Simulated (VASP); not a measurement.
Band structure of WO3 (space group Cmcm). Level of theory: PBEsol GGA, VASP's PBE PAW potentials (set 64) (plane waves; VASP 6.6.1).

Unless said otherwise, spin-orbit coupling is left out, though it shifts the bands of the heavy elements here.

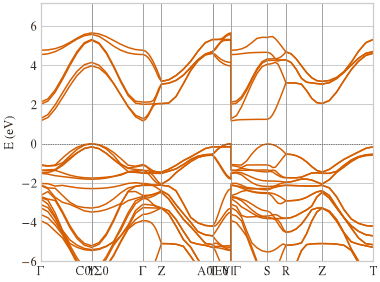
Figure: Bands along high-symmetry lines, zero at the valence-band maximum or, without a gap, the Fermi level

Q: Read the plot: is there a gap, and where are the band edges?

A: The gap is indirect, 1.17 eV, from the valence maximum at Y to the conduction minimum at Γ. (Edges off the drawn lines would not show.)

The structure comes from a computed database's WO3 entry (Cmcm); how it stands against other phases isn't given here. It was relaxed first.
